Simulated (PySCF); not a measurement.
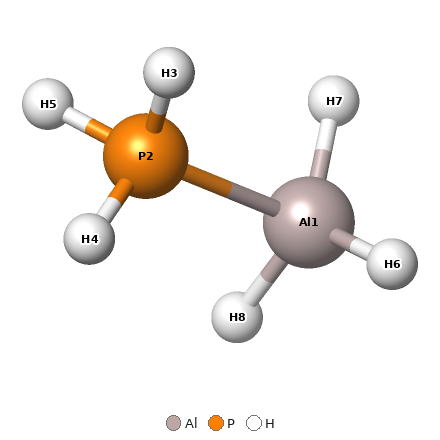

AlPH₆, singlet. Vertical core-electron binding energies by ΔSCF (SCAN, pcX-2 on the ionised atom (unc-x2c-TZVPall on a metal), pcseg-1 elsewhere, spin-free X2C; PySCF 2.14.0, at a PBE0-D3(BJ)/def2-SVP geometry (no frequency check)), gas phase, against the vacuum level. One atom of each kind was ionised; within a panel, areas follow the number of like atoms and 2j + 1 (2p levels are split by first-order spin-orbit coupling, an approximation), each panel is scaled alone, Gaussians of 1.0 eV full width. Only the regions named are shown. Lines closer than the width merge in the curve.

> Predict the P 2p and Al 2p photoelectron lines.

| level | atoms | binding energy (eV) |
| --- | --- | --- |
| P 2p1/2 | P2 | 139.1 |
| P 2p3/2 | P2 | 138.2 |
| Al 2p1/2 | Al1 | 79.6 |
| Al 2p3/2 | Al1 | 79.1 |

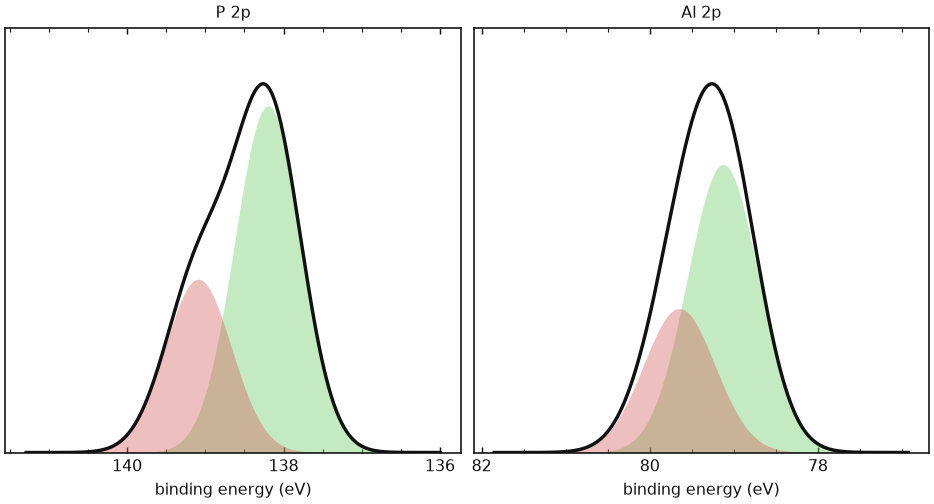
